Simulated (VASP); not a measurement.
# A VASP study of MnI (r2SCAN + U): structure first, properties next, part 3 of 5

Aim: relax MnI, then compute properties on the relaxed cell. The cell is invented: it takes the structure of COD entry 9004456, CuI (space group 216 there), with some of its atoms replaced by other elements, volume scaled by an estimate. It may not be a known or stable phase. Left out of this account: 2 further runs (core levels: core levels are not valid at this level; relaxation: a spoilt try).

VASP 6.6.1, plane waves and PAW; the level of theory is named at each step.

Still holding for the runs below: The cell holds one magnetic atom, so no antiferromagnetic order fits into it. The k-mesh is coarse for a metal.

So far, moment of the cell, from the last line of the log (μB): step 2 (relaxing cell and atoms (r2SCAN + U)) -5.98; step 3 (k-mesh 5×5×5) 5.98. The relaxed cell has a = 7.354 Å (conventional setting).

### 4. Density, ELF and potential (r2SCAN + U)

Level of this step: r2SCAN, DFT+U (Mn d 6 eV), spin-polarised from a ferromagnetic start (one magnetic atom a cell); plane waves and PAW (I, Mn_pv); invented cell (VASP).

The relaxed cell gets a fresh self-consistent run, on a basis set for its own volume, to fix the density and to check the remaining stress.

Input file INCAR:

```
SYSTEM = MnI
PREC = Accurate
ENCUT = 400
EDIFF = 1E-06
NELM = 100
ISMEAR = -1
SIGMA = 0.05
LREAL = .FALSE.
ALGO = Normal
METAGGA = R2SCAN
LASPH = .TRUE.
ISPIN = 2
MAGMOM = 0 4
LDAU = .TRUE.
LDAUTYPE = 2
LDAUL = -1 2
LDAUU = 0 6
LDAUJ = 0 0
LDAUPRINT = 1
LMAXMIX = 4
LORBIT = 11
LWAVE = .FALSE.
LCHARG = .TRUE.
ISIF = 2
LELF = .TRUE.
LVHAR = .TRUE.
```

Input file POSCAR:

```
MnI
1.0
    0.0000000000      3.6770304868      3.6770304868
    3.6770304868      0.0000000000      3.6770304868
    3.6770304868      3.6770304868      0.0000000000
I Mn
1 1
Direct
    0.0000000000      0.0000000000      0.0000000000
    0.2500000000      0.2500000000      0.2500000000
```

Input file KPOINTS:

```
Automatic mesh
0
Gamma
5 5 5
0 0 0
```

The projector-augmented-wave data sets are I and Mn_pv (PBE family, release 64).

Started as:

```bash
$ mpirun -np 1 vasp_std
```

The log of the run:

```text
[... set-up lines as in an earlier step ...]
 entering main loop
       N       E                     dE             d eps       ncg     rms          rms(c)
DAV:   1     0.510652491404E+02    0.51065E+02   -0.95141E+03   800   0.871E+02
DAV:   2    -0.341184612178E+02   -0.85184E+02   -0.80717E+02   696   0.217E+02
DAV:   3    -0.383720024449E+02   -0.42535E+01   -0.42259E+01   792   0.512E+01
DAV:   4    -0.384391018486E+02   -0.67099E-01   -0.67082E-01   696   0.669E+00
DAV:   5    -0.384406364321E+02   -0.15346E-02   -0.15345E-02   768   0.108E+00    0.104E+01
DAV:   6    -0.368631273538E+02    0.15775E+01   -0.14600E+01   640   0.392E+01    0.103E+01
DAV:   7    -0.376210292040E+02   -0.75790E+00   -0.10022E+00   664   0.817E+00    0.509E+00
DAV:   8    -0.376791456818E+02   -0.58116E-01   -0.10557E-01   744   0.293E+00    0.281E+00
DAV:   9    -0.376905535559E+02   -0.11408E-01   -0.43562E-02   720   0.171E+00    0.572E-01
DAV:  10    -0.376947608904E+02   -0.42073E-02   -0.12396E-02   712   0.956E-01    0.226E-01
DAV:  11    -0.376961868597E+02   -0.14260E-02   -0.28046E-03   656   0.446E-01    0.942E-02
DAV:  12    -0.376964825577E+02   -0.29570E-03   -0.80646E-04   640   0.247E-01    0.569E-02
DAV:  13    -0.376967731736E+02   -0.29062E-03   -0.15494E-04   672   0.107E-01    0.336E-02
DAV:  14    -0.376967883847E+02   -0.15211E-04   -0.31696E-05   656   0.451E-02    0.156E-02
DAV:  15    -0.376968056888E+02   -0.17304E-04   -0.31222E-05   648   0.406E-02    0.683E-03
DAV:  16    -0.376968021648E+02    0.35240E-05   -0.10039E-05   568   0.226E-02    0.335E-03
DAV:  17    -0.376968015660E+02    0.59872E-06   -0.17253E-06   608   0.896E-03
   1 F= -.37696802E+02 E0= -.37695887E+02  d E =-.182901E-02  mag=     5.9840
```

Run time: 2.6 min. Hardware: 1 MPI rank of AMD EPYC 7R43, shared host; peak memory 0.22 GiB.

OUTCAR, selected parts (step 4):

```text
  LATTYP: Found a face centered cubic cell.
 ALAT       =     7.3540609736

The static configuration has the point symmetry T_d .

 Found     10 irreducible k-points:

   ENCUT  =  400.0 eV  29.40 Ry    5.42 a.u.   8.48  8.48  8.48*2*pi/ulx,y,z

   NELECT =      20.0000    total number of electrons

atom =   2  type =  2  l = 2

 onsite density matrix

spin component  1

  0.9475 -0.0000 -0.0000  0.0000  0.0000
 -0.0000  0.9475 -0.0000  0.0000  0.0000
 -0.0000 -0.0000  0.9458 -0.0000  0.0000
  0.0000  0.0000 -0.0000  0.9475  0.0000
  0.0000  0.0000  0.0000  0.0000  0.9458

spin component  2

  0.0077  0.0000  0.0000 -0.0000  0.0000
  0.0000  0.0077  0.0000  0.0000 -0.0000
  0.0000  0.0000  0.0014 -0.0000 -0.0000
 -0.0000  0.0000 -0.0000  0.0077 -0.0000
  0.0000 -0.0000 -0.0000 -0.0000  0.0014

 occupancies and eigenvectors

  o =  0.0014  v =  0.0000  0.0000  0.0000  0.0000  0.0000 -0.0000  0.0000  0.0170  0.0000  0.9999      0.0000  0.0000  0.0000  0.0000  0.0000  0.0000  0.0000  0.0000  0.0000  0.0000
  o =  0.0014  v =  0.0000  0.0000  0.0000  0.0000  0.0000  0.0000  0.0000 -0.9999 -0.0000  0.0170      0.0000  0.0000  0.0000  0.0000  0.0000  0.0000  0.0000  0.0000  0.0000  0.0000
  o =  0.0077  v =  0.0000  0.0000  0.0000  0.0000  0.0000 -0.0005 -0.0004  0.0000 -1.0000  0.0000      0.0000  0.0000  0.0000  0.0000  0.0000  0.0000  0.0000  0.0000  0.0000  0.0000
  o =  0.0077  v =  0.0000  0.0000  0.0000  0.0000  0.0000  1.0000 -0.0063  0.0000 -0.0005  0.0000      0.0000  0.0000  0.0000  0.0000  0.0000  0.0000  0.0000  0.0000  0.0000  0.0000
  o =  0.0077  v =  0.0000  0.0000  0.0000  0.0000  0.0000  0.0063  1.0000  0.0000 -0.0004 -0.0000      0.0000  0.0000  0.0000  0.0000  0.0000  0.0000  0.0000  0.0000  0.0000  0.0000
  o =  0.9458  v =  0.0000  0.0000 -0.9918  0.0000  0.1276  0.0000  0.0000  0.0000  0.0000  0.0000      0.0000  0.0000  0.0000  0.0000  0.0000  0.0000  0.0000  0.0000  0.0000  0.0000
  o =  0.9458  v =  0.0000 -0.0000  0.1276 -0.0000  0.9918  0.0000  0.0000  0.0000  0.0000  0.0000      0.0000  0.0000  0.0000  0.0000  0.0000  0.0000  0.0000  0.0000  0.0000  0.0000
  o =  0.9475  v =  1.0000  0.0000  0.0000  0.0000  0.0000  0.0000  0.0000  0.0000  0.0000  0.0000      0.0000  0.0000  0.0000  0.0000  0.0000  0.0000  0.0000  0.0000  0.0000  0.0000
  o =  0.9475  v =  0.0000  0.8572  0.0000  0.5149  0.0000  0.0000  0.0000  0.0000  0.0000  0.0000      0.0000  0.0000  0.0000  0.0000  0.0000  0.0000  0.0000  0.0000  0.0000  0.0000
  o =  0.9475  v =  0.0000  0.5149  0.0000 -0.8572 -0.0000  0.0000  0.0000  0.0000  0.0000  0.0000      0.0000  0.0000  0.0000  0.0000  0.0000  0.0000  0.0000  0.0000  0.0000  0.0000

 E-fermi :   2.5478

 spin component 1
 k-point     1 :       0.0000    0.0000    0.0000
  band No.  band energies     occupation
    ...
      9      -5.6576      1.00000
     10      -1.2350      1.00000
     11      -1.2350      1.00000
     12      -1.2350      1.00000
     13      -0.0772      1.00000
     14       4.7704      0.00000
     15       4.7705      0.00000
     16       4.7705      0.00000

 k-point     2 :       0.2000    0.0000    0.0000
  band No.  band energies     occupation
    ...
      9      -5.6579      1.00000
     10      -2.1885      1.00000
     11      -1.3356      1.00000
     12      -1.3356      1.00000
     13       0.8276      1.00000
     14       4.5011      0.00000
     15       4.9887      0.00000
     16       4.9888      0.00000

 k-point     3 :       0.4000    0.0000    0.0000
  band No.  band energies     occupation
    ...
      9      -5.6526      1.00000
     10      -3.0815      1.00000
     11      -1.4870      1.00000
     12      -1.4870      1.00000
     13       1.3590      1.00000
     14       5.0594      0.00000
     15       5.1461      0.00000
     16       5.1461      0.00000

 k-point     4 :       0.2000    0.2000    0.0000
  band No.  band energies     occupation
    ...
      9      -5.6530      1.00000
     10      -2.2255      1.00000
     11      -1.4969      1.00000
     12      -1.4969      1.00000
     13       1.1679      1.00000
     14       3.9333      0.00000
     15       5.3648      0.00000
     16       5.3649      0.00000

  Total        0.0113792      0.0113792      0.0113792      0.0000000      0.0000000      0.0000000
  in kB        0.1833580      0.1833580      0.1833580      0.0000000      0.0000000      0.0000000
  external PRESSURE =       0.1833580 kB  Pullay stress =       0.0000000 kB

  energy-cutoff  :      400.00
  volume of cell :       99.43
      direct lattice vectors                 reciprocal lattice vectors
     0.000000000  3.677030487  3.677030487    -0.135979291  0.135979291  0.135979291
     3.677030487  0.000000000  3.677030487     0.135979291 -0.135979291  0.135979291
     3.677030487  3.677030487  0.000000000     0.135979291  0.135979291 -0.135979291

 POSITION                                       TOTAL-FORCE (eV/Angst)
 -----------------------------------------------------------------------------------
      0.00000      0.00000      0.00000        -0.000000     -0.000000     -0.000000
      1.83852      1.83852      1.83852         0.000000      0.000000      0.000000
 -----------------------------------------------------------------------------------
    total drift:                                0.000028      0.000028      0.000028

  FREE ENERGIE OF THE ION-ELECTRON SYSTEM (eV)
  ---------------------------------------------------
  free  energy   TOTEN  =       -37.6968015660 eV

  energy  without entropy=      -37.6949725524  energy(sigma->0) =      -37.69588706

 total charge
# of ion       s       p       d       tot
------------------------------------------
    1        1.513   2.816   0.015   4.343
    2        0.396   6.047   4.748  11.191
--------------------------------------------------
tot          1.909   8.863   4.763  15.535

 magnetization (x)
# of ion       s       p       d       tot
------------------------------------------
    1        0.035   0.102   0.012   0.149
    2        0.312   0.026   4.698   5.036
--------------------------------------------------
tot          0.348   0.127   4.709   5.184

[... 4 parts as in an earlier step ...]

[... 10 further parts left out ...]
```

With spin, VASP writes an ELF for each channel.

This step gave:

```
SCF cycles              : 17
free energy (TOTEN)     : -37.70 eV
energy at zero smearing : -37.70 eV
Fermi energy            : 2.548 eV
pressure                : 0.01834 GPa
```

Valence electrons inside each PAW sphere by angular momentum. Sphere charges, by row:

```tsv
atom	s (e)	p (e)	d (e)	tot (e)
I1	1.513	2.816	0.015	4.343
Mn2	0.396	6.047	4.748	11.19
```

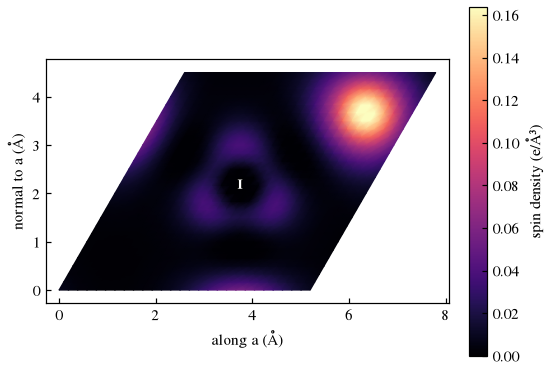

Spin density in the ac plane of the cell as run, not the conventional one, at fractional y = 0.000, with atoms of I within 0.2 Å of it. The map starts off the cell's origin, so that atoms lie inside it.

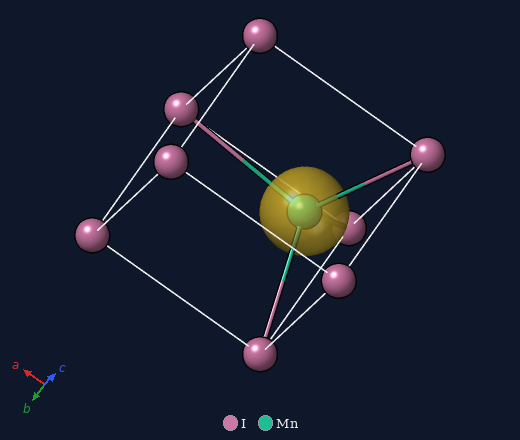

Surface of spin density = 0.3 e/Å³, which holds about 70 % of the integral of its size. Drawn on the cell as run, not the conventional one. Bonds to atoms that aren't drawn are left out.

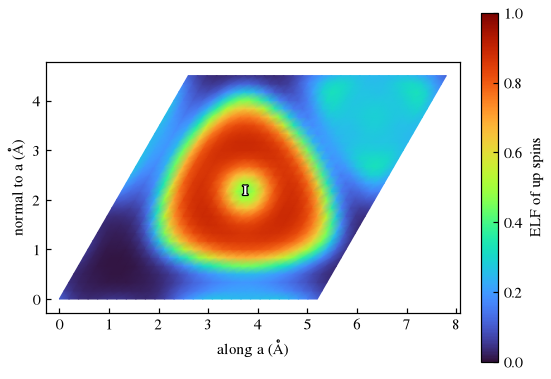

ELF of up spins in the ac plane of the cell as run, not the conventional one, at fractional y = 0.000, with atoms of I within 0.2 Å of it. It is the smooth field of the valence electrons, not physical close to the nuclei. The map starts off the cell's origin, so that atoms lie inside it.

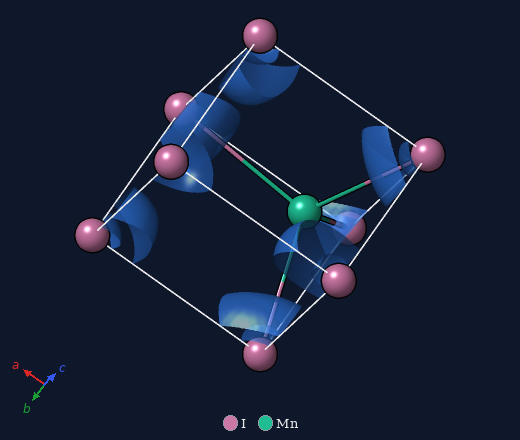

Surface of ELF of up spins = 0.81. Drawn on the cell as run, not the conventional one. Bonds to atoms that aren't drawn are left out.

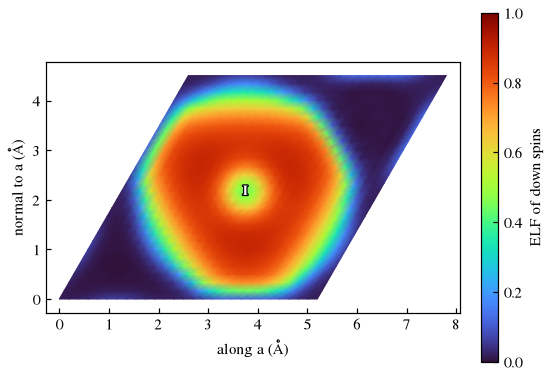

ELF of down spins in the ac plane of the cell as run, not the conventional one, at fractional y = 0.000, with atoms of I within 0.2 Å of it. It is the smooth field of the valence electrons, not physical close to the nuclei. The map starts off the cell's origin, so that atoms lie inside it.

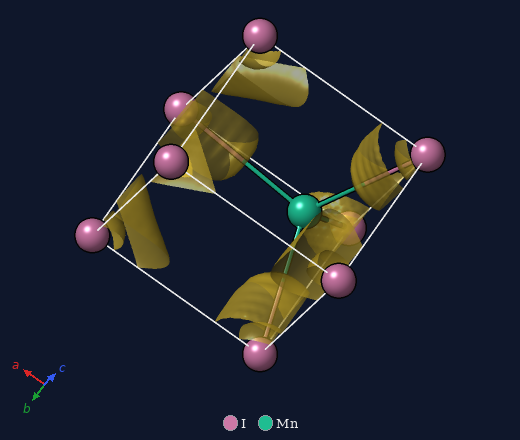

Surface of ELF of down spins = 0.83. Drawn on the cell as run, not the conventional one. Bonds to atoms that aren't drawn are left out.

In this run the pressure is 0.02 GPa, small enough to go on.

(Part 3 of 5 ends here.)

[Lines on the potential files, build, host, timing and source positions are cut from VASP's logs without a mark.]

[Logs are printed without paths, hosts, clocks, repeated set-up lines and the standing remarks that a program may print on its own settings, such as how far it seeks lower states.]

[Hosts, paths, dates, database ids (printed as entryN), source tags and the programs' standing remarks are cut or masked in the printed files.]

[A measured line is paired with the nearest computed mode of its activity, which favours agreement.]

[In band tables of VASP the shares of atoms and orbitals are scaled to a sum of 1 inside the atoms' spheres.]
